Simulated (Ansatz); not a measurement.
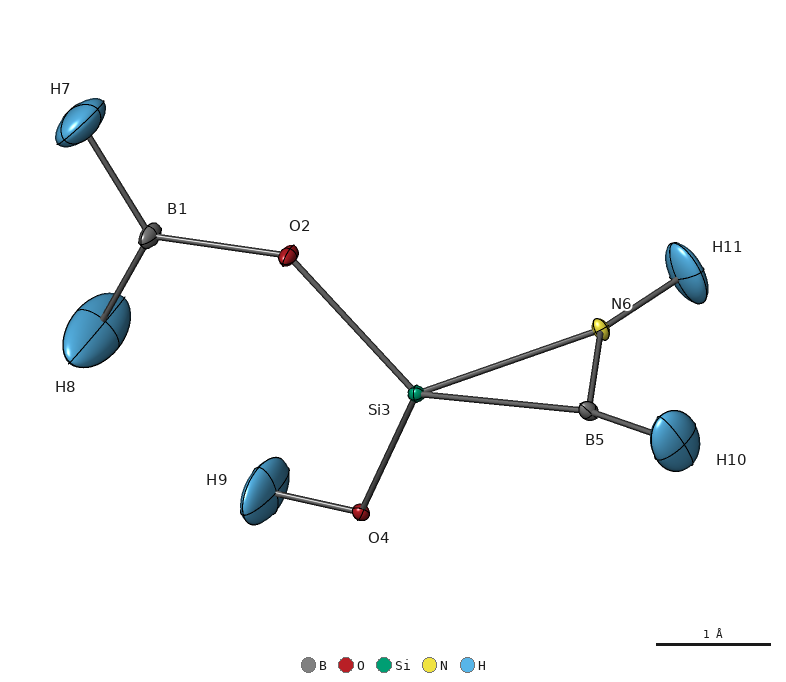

Displacement ellipsoids at the 50 % level, from the internal vibrations of the free molecule (harmonic, no overall translation or rotation; no half-axis is drawn under 0.075 Å). Vibrations computed with RKS PBE0-D4/def2-TZVP (Ansatz 0.2.0). Temperature: 100 K.

Give the displacement parameters, one line for each set of equivalent atoms.

```
atom  U_eq (Å²)   rms amplitudes (Å)
  B1     0.0054  0.041, 0.061, 0.104
  O2     0.0038  0.035, 0.044, 0.091
 Si3     0.0011  0.024, 0.032, 0.040
  O4     0.0021  0.037, 0.049, 0.051
  B5     0.0030  0.040, 0.050, 0.071
  N6     0.0025  0.033, 0.043, 0.067
  H7     0.0261  0.093, 0.157, 0.212
  H8     0.0577  0.091, 0.157, 0.374
  H9     0.0324  0.076, 0.158, 0.258
 H10     0.0235  0.086, 0.156, 0.197
 H11     0.0214  0.075, 0.145, 0.193
```
